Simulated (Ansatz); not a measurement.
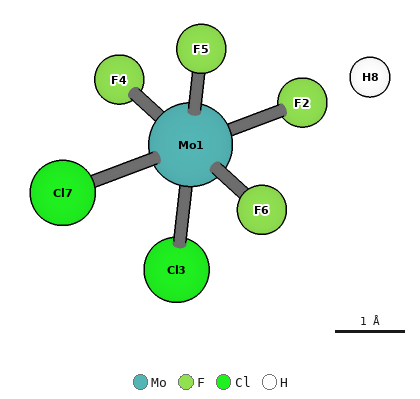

The starting structure (ball-and-stick view, seen at a tilt; atoms are numbered from 1 in the order of the input). Sticks mark near contacts. Bond lengths as drawn: Cl–Mo 2.31 Å and F–Mo 1.77 to 2.02 Å.

MoHCl$_{2}$F$_{4}$: geometry relaxation (part 1 of 2)

MoHCl$_{2}$F$_{4}$, multiplicity 2, computed with UKS PBE/def2-SVP (Ansatz 0.2.0).

The input holds or restrains some coordinates. It belongs to a series of runs on one base structure; here: pulled along the bonds that form and break, towards end B. Figures and captions count atoms from 1; the log counts them from 0 in places.

## The program's output
```
The last accepted step is kept in [file] (removed where the run ends without a failure and the disk answers)
Engine: ansatz 0.2.0, aarch64-unknown-linux-gnu
Functional definition: PBE
  parameter kappa = 0.804
  parameter beta = 0.06672455060314922
  exchange = pbe_x(kappa = kappa, mu = beta*pi^2/3)
  correlation = pbe_c(beta = beta)
1343 factors; their error is unknown
mean field evaluation 1: about -37746.6016 eV, gradient 4.3e1 eV
mean field evaluation 2: about -37612.0629 eV, gradient 1.9e2 eV
mean field evaluation 4: about -37745.6308 eV, gradient 3.4e1 eV
mean field evaluation 8: about -37748.5963 eV, gradient 2.1e1 eV
mean field evaluation 16: about -37752.6360 eV, gradient 1.1e-1 eV
mean field evaluation 32: about -37751.7039 eV, gradient 1.0e1 eV
mean field evaluation 64: about -37752.2006 eV, gradient 2.4e-6 eV
mean field evaluation 96: about -37751.3645 eV, gradient 8.6e0 eV
mean field evaluation 128: about -37749.5094 eV, gradient 6.1e0 eV
mean field -37752.63643090 eV, -1387.3837991796 hartree, gradient 2.9e-6 eV, S^2 0.754569; 12 other end points of the search recorded, 0 dependent functions left out
the calculation of the forces begins
reference -37752.63650205 eV, -1387.3838017943 hartree; 43, 42 occupied and 85, 86 virtual orbitals, 1343 factors
relax step   1: F+E_penalty+E_count = -37752.63643090 eV  Δ(F+E_penalty+E_count) = +0.000e0 eV  max|allowed force component| = 6.000e0 eV/Å  E_restraint = 14.88750000 eV  max|allowed force component, restraints' pulls added| = 4.350e1 eV/Å  Δτ_max = 0.0000 Å  (559 SCF iters, accepted)
  distance F 1 - H 7 = 1.2200 Å
  distance Mo 0 - F 1 = 2.0200 Å
these checks for a lower state are left out or cut short: starts, cluster_reference, orbital_swaps, neighbouring_geometries, increment
1343 factors; their error is unknown
mean field evaluation 160: about -37752.7932 eV, gradient 1.8e1 eV
mean field -37754.35472371 eV, -1387.4469452755 hartree, gradient 9.5e-6 eV, S^2 0.752684; 1 other end points of the search recorded, 0 dependent functions left out
[... from here on the field's lines of each further geometry are left out, up to the last ...]
relax step   2: F+E_penalty+E_count = -37754.35472371 eV  Δ(F+E_penalty+E_count) = -1.718e0 eV  max|allowed force component| = 3.153e0 eV/Å  E_restraint = 5.40211276 eV  max|allowed force component, restraints' pulls added| = 2.377e1 eV/Å  Δτ_max = 0.1947 Å  (67 SCF iters, accepted)
relax step   3: F+E_penalty+E_count = -37754.15201969 eV  Δ(F+E_penalty+E_count) = +2.027e-1 eV  max|allowed force component| = 7.408e0 eV/Å  E_restraint = 0.90664773 eV  max|allowed force component, restraints' pulls added| = 9.456e0 eV/Å  Δτ_max = 0.1935 Å  (52 SCF iters, accepted)
relax step   4: F+E_penalty+E_count = -37754.61025868 eV  Δ(F+E_penalty+E_count) = -4.582e-1 eV  max|allowed force component| = 1.877e0 eV/Å  E_restraint = 0.07048238 eV  max|allowed force component, restraints' pulls added| = 2.476e0 eV/Å  Δτ_max = 0.1947 Å  (54 SCF iters, accepted)
relax step   5: F+E_penalty+E_count = -37754.70563243 eV  Δ(F+E_penalty+E_count) = -9.537e-2 eV  max|allowed force component| = 7.473e-1 eV/Å  E_restraint = 0.01225782 eV  max|allowed force component, restraints' pulls added| = 1.577e0 eV/Å  Δτ_max = 0.1932 Å  (44 SCF iters, accepted)
relax step   6: F+E_penalty+E_count = -37754.66803494 eV  Δ(F+E_penalty+E_count) = +3.760e-2 eV  max|allowed force component| = 2.432e0 eV/Å  E_restraint = 0.10360806 eV  max|allowed force component, restraints' pulls added| = 4.459e0 eV/Å  Δτ_max = 0.1949 Å  (45 SCF iters, rejected (line search))
relax step   7: F+E_penalty+E_count = -37754.75398824 eV  Δ(F+E_penalty+E_count) = -4.836e-2 eV  max|allowed force component| = 3.036e-1 eV/Å  E_restraint = 0.00673900 eV  max|allowed force component, restraints' pulls added| = 8.569e-1 eV/Å  Δτ_max = 0.0974 Å  (42 SCF iters, accepted)
relax step   8: F+E_penalty+E_count = -37754.78399474 eV  Δ(F+E_penalty+E_count) = -3.001e-2 eV  max|allowed force component| = 3.750e-1 eV/Å  E_restraint = 0.00556465 eV  max|allowed force component, restraints' pulls added| = 5.402e-1 eV/Å  Δτ_max = 0.1000 Å  (41 SCF iters, accepted)
relax step   9: F+E_penalty+E_count = -37754.79293029 eV  Δ(F+E_penalty+E_count) = -8.936e-3 eV  max|allowed force component| = 3.929e-1 eV/Å  E_restraint = 0.00569728 eV  max|allowed force component, restraints' pulls added| = 4.694e-1 eV/Å  Δτ_max = 0.0538 Å  (41 SCF iters, accepted)
relax step  10: F+E_penalty+E_count = -37754.81103661 eV  Δ(F+E_penalty+E_count) = -1.811e-2 eV  max|allowed force component| = 4.914e-1 eV/Å  E_restraint = 0.00249188 eV  max|allowed force component, restraints' pulls added| = 1.822e-1 eV/Å  Δτ_max = 0.0986 Å  (41 SCF iters, accepted)
relax step  11: F+E_penalty+E_count = -37754.81268197 eV  Δ(F+E_penalty+E_count) = -1.645e-3 eV  max|allowed force component| = 5.275e-1 eV/Å  E_restraint = 0.00227738 eV  max|allowed force component, restraints' pulls added| = 1.530e-1 eV/Å  Δτ_max = 0.0142 Å  (40 SCF iters, accepted)
relax step  12: F+E_penalty+E_count = -37754.81374823 eV  Δ(F+E_penalty+E_count) = -1.066e-3 eV  max|allowed force component| = 5.516e-1 eV/Å  E_restraint = 0.00215110 eV  max|allowed force component, restraints' pulls added| = 1.500e-1 eV/Å  Δτ_max = 0.0114 Å  (42 SCF iters, accepted)
relax step  13: F+E_penalty+E_count = -37754.81483310 eV  Δ(F+E_penalty+E_count) = -1.085e-3 eV  max|allowed force component| = 1.212e0 eV/Å  E_restraint = 0.03015490 eV  max|allowed force component, restraints' pulls added| = 2.307e0 eV/Å  Δτ_max = 0.1953 Å  (46 SCF iters, rejected (line search))
relax step  14: F+E_penalty+E_count = -37754.82565443 eV  Δ(F+E_penalty+E_count) = -1.191e-2 eV  max|allowed force component| = 4.782e-1 eV/Å  E_restraint = 0.00309541 eV  max|allowed force component, restraints' pulls added| = 1.394e-1 eV/Å  Δτ_max = 0.0905 Å  (42 SCF iters, accepted)
relax step  15: F+E_penalty+E_count = -37754.83791834 eV  Δ(F+E_penalty+E_count) = -1.226e-2 eV  max|allowed force component| = 3.515e-1 eV/Å  E_restraint = 0.00733589 eV  max|allowed force component, restraints' pulls added| = 5.820e-1 eV/Å  Δτ_max = 0.0976 Å  (43 SCF iters, accepted)
relax step  16: F+E_penalty+E_count = -37754.84910392 eV  Δ(F+E_penalty+E_count) = -1.119e-2 eV  max|allowed force component| = 4.095e-1 eV/Å  E_restraint = 0.01014898 eV  max|allowed force component, restraints' pulls added| = 9.699e-1 eV/Å  Δτ_max = 0.1469 Å  (43 SCF iters, accepted)
relax step  17: F+E_penalty+E_count = -37754.86118322 eV  Δ(F+E_penalty+E_count) = -1.208e-2 eV  max|allowed force component| = 5.877e-1 eV/Å  E_restraint = 0.01378984 eV  max|allowed force component, restraints' pulls added| = 1.381e0 eV/Å  Δτ_max = 0.1990 Å  (45 SCF iters, accepted)
relax step  18: F+E_penalty+E_count = -37754.88364503 eV  Δ(F+E_penalty+E_count) = -2.246e-2 eV  max|allowed force component| = 5.478e-1 eV/Å  E_restraint = 0.00674816 eV  max|allowed force component, restraints' pulls added| = 5.354e-1 eV/Å  Δτ_max = 0.1947 Å  (42 SCF iters, accepted)
relax step  19: F+E_penalty+E_count = -37754.90367772 eV  Δ(F+E_penalty+E_count) = -2.003e-2 eV  max|allowed force component| = 5.199e-1 eV/Å  E_restraint = 0.01568338 eV  max|allowed force component, restraints' pulls added| = 1.414e0 eV/Å  Δτ_max = 0.2000 Å  (46 SCF iters, accepted)
relax step  20: F+E_penalty+E_count = -37754.93465680 eV  Δ(F+E_penalty+E_count) = -3.098e-2 eV  max|allowed force component| = 3.719e-1 eV/Å  E_restraint = 0.01117051 eV  max|allowed force component, restraints' pulls added| = 7.649e-1 eV/Å  Δτ_max = 0.1935 Å  (42 SCF iters, accepted)
relax step  21: F+E_penalty+E_count = -37754.90641000 eV  Δ(F+E_penalty+E_count) = +2.825e-2 eV  max|allowed force component| = 8.045e-1 eV/Å  E_restraint = 0.02749498 eV  max|allowed force component, restraints' pulls added| = 1.524e0 eV/Å  Δτ_max = 0.1939 Å  (42 SCF iters, rejected (line search))
relax step  22: F+E_penalty+E_count = -37754.90021339 eV  Δ(F+E_penalty+E_count) = +3.444e-2 eV  max|allowed force component| = 1.300e0 eV/Å  E_restraint = 0.00639840 eV  max|allowed force component, restraints' pulls added| = 8.684e-1 eV/Å  Δτ_max = 0.0969 Å  (49 SCF iters, rejected (line search))
relax step  23: F+E_penalty+E_count = -37754.94014035 eV  Δ(F+E_penalty+E_count) = -5.484e-3 eV  max|allowed force component| = 3.920e-1 eV/Å  E_restraint = 0.00948917 eV  max|allowed force component, restraints' pulls added| = 2.587e-1 eV/Å  Δτ_max = 0.0471 Å  (39 SCF iters, accepted)
the calculation of the forces begins
reference -37754.93968069 eV, -1387.4684420479 hartree; 43, 42 occupied and 85, 86 virtual orbitals, 1343 factors
relax step  24: F+E_penalty+E_count = -37754.93960613 eV  Δ(F+E_penalty+E_count) = +5.342e-4 eV  max|allowed force component| = 4.988e-1 eV/Å  E_restraint = 0.00850857 eV  max|allowed force component, restraints' pulls added| = 7.681e-2 eV/Å  Δτ_max = 0.0113 Å  (42 SCF iters, accepted)
  distance F 1 - H 7 = 0.9391 Å
  distance Mo 0 - F 1 = 2.9558 Å
1343 factors; their error is unknown
mean field evaluation 384: about -37754.9396 eV, gradient 5.5e-4 eV
```

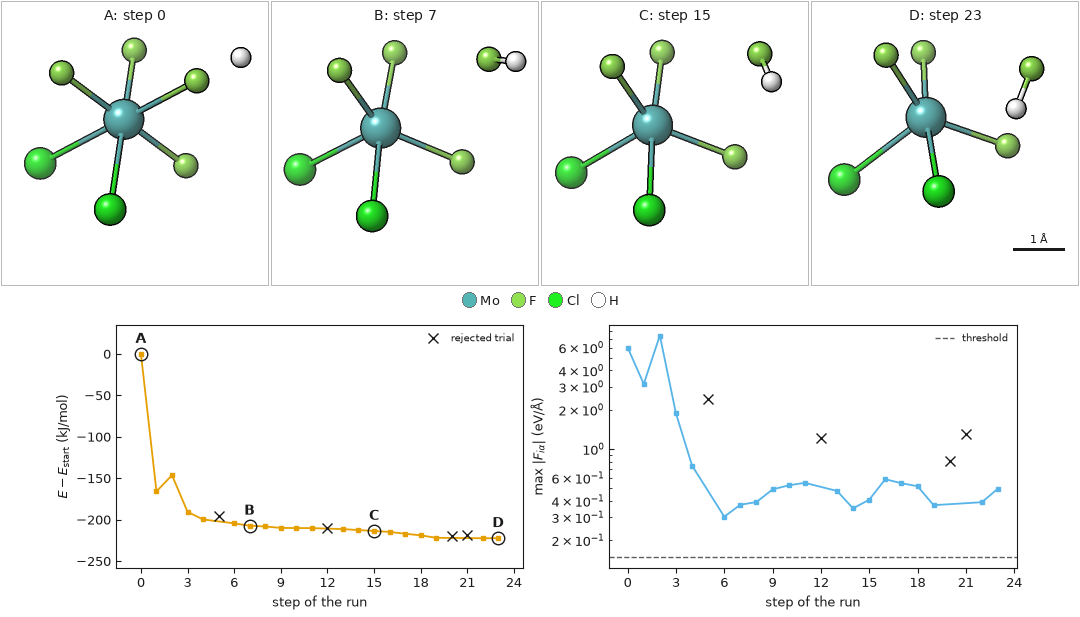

Frames of the restrained relaxation (ball-and-stick view, seen at a tilt) above the curves, on which the letters mark them (the first geometry is step 0 here and step 1 in the log).

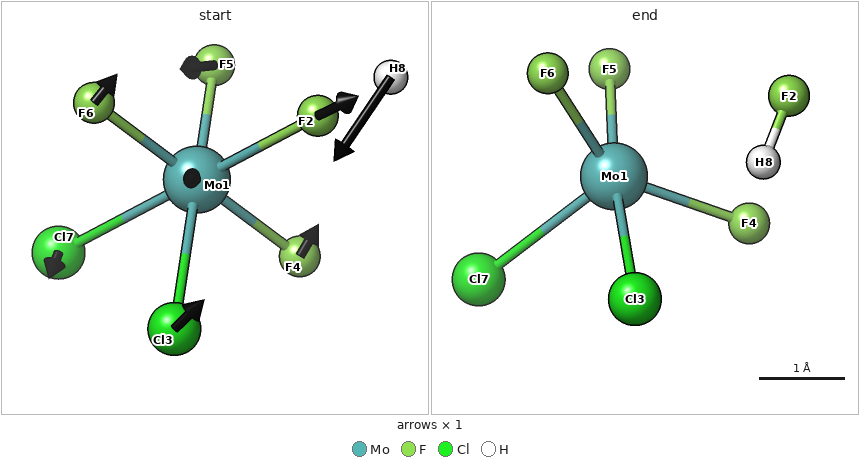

Before (left) and after (right) the restrained relaxation, at one scale (ball-and-stick view, seen at a tilt). The black arrows give the displacements, at true length. The energy falls by 222.2 kJ/mol in 23 geometry steps. The largest force component goes from 6 to 0.5 eV/Å. The line search rejected the trial steps at points 5, 12, 20, 21 (counted from 0) and went back. The atom that moves furthest after the best rigid fit is H8 (1.22 Å). Largest moves by element: H 1.22 Å, F 0.69 Å, Cl 0.53 Å, Mo 0.30 Å. Distances before and after: Mo1–F2 2.020 → 2.956 Å, F2–H8 1.220 → 0.939 Å, Mo1–F5 1.770 → 1.881 Å, Mo1–Cl7 2.310 → 2.237 Å. New bonds form: F2–H8 (1.22 → 0.94 Å). Bonds break: Mo1–F2 (2.02 → 2.96 Å). Among the angles that change: F4–Mo1–F6 180.0° → 143.3°, F4–Mo1–Cl7 90.0° → 108.4°, Cl3–Mo1–F5 180.0° → 173.9°. (Atoms are counted from 1 in the order of the input.)

```
mean field -37754.93960613 eV, -1387.4684393082 hartree, gradient 1.9e-5 eV, S^2 0.753285; 8 other end points of the search recorded, 0 dependent functions left out
the calculation of the forces begins
reference -37754.93968069 eV, -1387.4684420479 hartree; 43, 42 occupied and 85, 86 virtual orbitals, 1343 factors
Total energy: -37754.93968069 eV, -1387.4684420479 hartree
Atom 0 at    -0.166432     0.000908    -0.243752 Å, force     0.054327    -0.002287     0.438334 eV/Å
Atom 1 at     0.012035    -0.002856     2.706685 Å, force    -0.498770    -0.004179    -0.252538 eV/Å
Atom 2 at     2.078246     0.008333     0.481679 Å, force     0.000735    -0.002997    -0.006596 eV/Å
Atom 3 at    -0.339559     1.728712     0.312141 Å, force    -0.007161     0.011615    -0.012690 eV/Å
Atom 4 at    -2.007704    -0.005743    -0.627158 Å, force    -0.014276     0.001276    -0.010121 eV/Å
Atom 5 at    -0.325084    -1.732828     0.298451 Å, force    -0.004279    -0.008317    -0.006407 eV/Å
Atom 6 at     0.377320     0.009387    -2.413579 Å, force    -0.003625     0.001848    -0.005740 eV/Å
Atom 7 at     0.911178    -0.005913     2.435534 Å, force     0.473050     0.003039    -0.144243 eV/Å
Dipole moment:     0.257772    -0.000362    -0.107212 e Å
```

## Trajectory as extended XYZ (Å, eV, eV/Å), 24 frames, from step=1 to step=24
```
8
Properties=species:S:1:pos:R:3:forces:R:3 step=1 energy=-37752.63643
Mo    0.0000    0.0000    0.0000    3.2381   0.0000  -3.7340
F     0.0000    0.0000    2.0200    0.5672   0.0000   6.0004
Cl    2.3100    0.0000    0.0000    0.7314   0.0000   0.2954
F     0.0000    1.7700    0.0000   -0.1165   3.0498   0.5428
F    -1.7700    0.0000    0.0000   -4.1569   0.0000   0.4355
F     0.0000   -1.7700    0.0000   -0.1165  -3.0498   0.5428
Cl    0.0000    0.0000   -2.3100    0.1366   0.0000   0.0903
H     0.0000    0.0000    3.2400   -0.2835   0.0000  -4.1731
8
Properties=species:S:1:pos:R:3:forces:R:3 step=2 energy=-37754.35472
Mo    0.0134    0.0000   -0.1629    2.0791   0.0000   0.0332
F     0.0086    0.0000    2.2146   -0.0991   0.0000   3.1438
Cl    2.3208    0.0000    0.0013    0.5073   0.0000   0.0902
F    -0.0009    1.7954   -0.0010   -0.0652   1.5366   0.6315
F    -1.7990    0.0000    0.0039   -2.3217   0.0000   0.2820
F    -0.0009   -1.7954   -0.0010   -0.0652  -1.5366   0.6315
Cl    0.0021    0.0000   -2.3340   -0.0751   0.0000  -1.6593
H    -0.0041    0.0000    3.2293    0.0399   0.0000  -3.1529
8
Properties=species:S:1:pos:R:3:forces:R:3 step=3 energy=-37754.15202
Mo    0.0371    0.0000   -0.3294    0.2712   0.0000   3.9082
F    -0.0148    0.0000    2.4066   -0.2184   0.0000  -7.4077
Cl    2.3315    0.0000   -0.0016    0.2266   0.0000  -0.2055
F    -0.0001    1.8055    0.0181    0.0104   0.0634   0.2027
F    -1.8148    0.0000    0.0052   -0.4084   0.0000  -0.2335
F    -0.0001   -1.8055    0.0181    0.0104  -0.0634   0.2027
Cl   -0.0049    0.0000   -2.4163   -0.0929   0.0000  -3.6136
H     0.0062    0.0000    3.2494    0.2012   0.0000   7.1466
8
Properties=species:S:1:pos:R:3:forces:R:3 step=4 energy=-37754.61026
Mo    0.0407    0.0000   -0.3967   -0.0935   0.0000   1.8767
F    -0.0257    0.0000    2.5065   -0.0202   0.0000  -0.0522
Cl    2.3421    0.0000   -0.0291   -0.0680   0.0000  -0.3050
F     0.0025    1.8007    0.0202    0.0300  -0.4208  -0.0120
F    -1.8233    0.0000   -0.0290    0.1380   0.0000  -0.4000
F     0.0025   -1.8007    0.0202    0.0300   0.4208  -0.0120
Cl   -0.0092    0.0000   -2.5862   -0.0280   0.0000  -0.8545
H     0.0103    0.0000    3.4441    0.0116   0.0000  -0.2411
8
Properties=species:S:1:pos:R:3:forces:R:3 step=5 energy=-37754.70563
Mo    0.0501    0.0000   -0.3609   -0.4067   0.0000   0.2695
F    -0.1326    0.0000    2.6013    0.0922   0.0000   0.3884
Cl    2.3699    0.0000   -0.1733   -0.1113   0.0000  -0.0428
F     0.0032    1.7826    0.0869    0.0275  -0.2635   0.1406
F    -1.8536    0.0000   -0.2198    0.4414   0.0000  -0.0645
F     0.0032   -1.7826    0.0869    0.0275   0.2635   0.1406
Cl    0.0008    0.0000   -2.5921    0.0260   0.0000  -0.0844
H     0.0990    0.0000    3.5210   -0.0965   0.0000  -0.7473
8
Properties=species:S:1:pos:R:3:forces:R:3 step=6 energy=-37754.66804 accepted=F
Mo    0.0493    0.0000   -0.3617   -0.3796   0.0000   0.4974
F    -0.3275    0.0000    2.5971    1.5721   0.0000   2.0331
Cl    2.3657    0.0000   -0.1915    0.0046   0.0000  -0.0339
F     0.0210    1.7655    0.1571   -0.0113  -0.3522  -0.0179
F    -1.8483    0.0000   -0.2248    0.3496   0.0000  -0.1110
F     0.0210   -1.7655    0.1571   -0.0113   0.3522  -0.0179
Cl    0.0165    0.0000   -2.6048    0.0045   0.0000   0.0823
H     0.2422    0.0000    3.4215   -1.5286   0.0000  -2.4320
```
